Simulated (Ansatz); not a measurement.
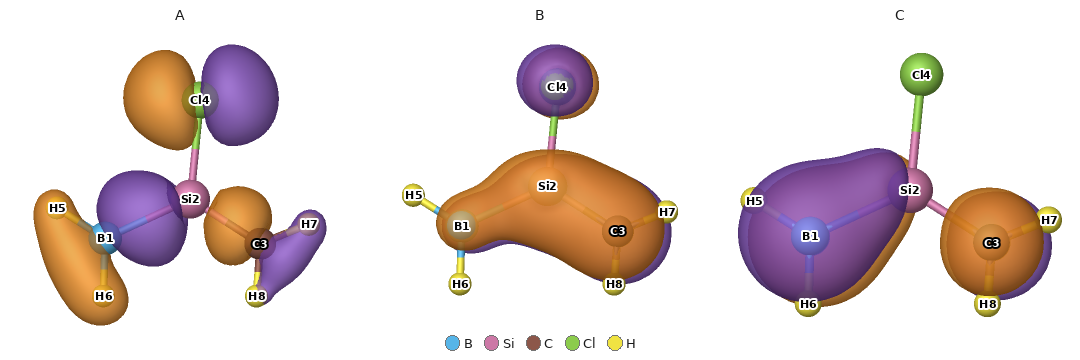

Figure 1: CH$_{4}$BClSi (SMILES B[Si](=C)Cl). Three frontier orbitals at ±0.1 Å⁻³ᐟ² (orange and purple are the two phases), in no order.

Level of theory: Ansatz 0.2.0, RKS PBE/6-31G*.

The calculation's input:

```
crystal:
  periodic: [false, false, false]
  atoms:
    - { symbol: B, position_ang: [-0.80175, 1.51739, -0.15044] }
    - { symbol: Si, position_ang: [-0.30974, -0.33154, -0.08516] }
    - { symbol: C, position_ang: [-1.28601, -1.77942, -0.36318] }
    - { symbol: Cl, position_ang: [1.64691, -0.73439, 0.38173] }
    - { symbol: H, position_ang: [0.00553, 2.332, 0.07712] }
    - { symbol: H, position_ang: [-1.88442, 1.88486, -0.4067] }
    - { symbol: H, position_ang: [-0.90127, -2.78389, -0.30007] }
    - { symbol: H, position_ang: [-2.32958, -1.71626, -0.62019] }
basis:
  gaussian: { orbitals: "6-31G*" }
hamiltonian:
  xc: pbe
relax:
  f_tol: 0.015
  max_steps: 40
output:
  orbitals: {}
```

Launched as:

```sh
ansatz run input.yaml --threads 1 --pin off --max-ram 2048MiB --backend cpu --events-out ev --progress --plain --runs-dir out
```

The fields are those of the relaxed geometry.

Question: Order the three orbitals by energy and name them.

Answer: A is the HOMO−1 (−7.34 eV). By Hirshfeld shares it lies mainly on Cl4 (about 45 %), B1 (about 20 %), Si2 (about 15 %) and C3 (about 10 %); it is symmetric in the molecular plane (an in-plane orbital: σ, lone-pair or in-plane π type). B is the HOMO (−5.89 eV). Its weight (Hirshfeld) is mainly on C3 (about 40 %), Si2 (about 30 %), Cl4 (about 10 %) and B1 (about 10 %); it changes sign across the molecular plane (π type); π-bonding across Si2–C3; π-antibonding (a node) across Si2–Cl4. C is the LUMO (−3.86 eV). By Hirshfeld shares it lies mainly on B1 (about 45 %), C3 (about 25 %) and Si2 (about 20 %); it changes sign across the molecular plane (π type); π-bonding across B1–Si2; π-antibonding (a node) across Si2–C3.

Question: What is the HOMO–LUMO gap?

Answer: 2.03 eV between the orbital energies.
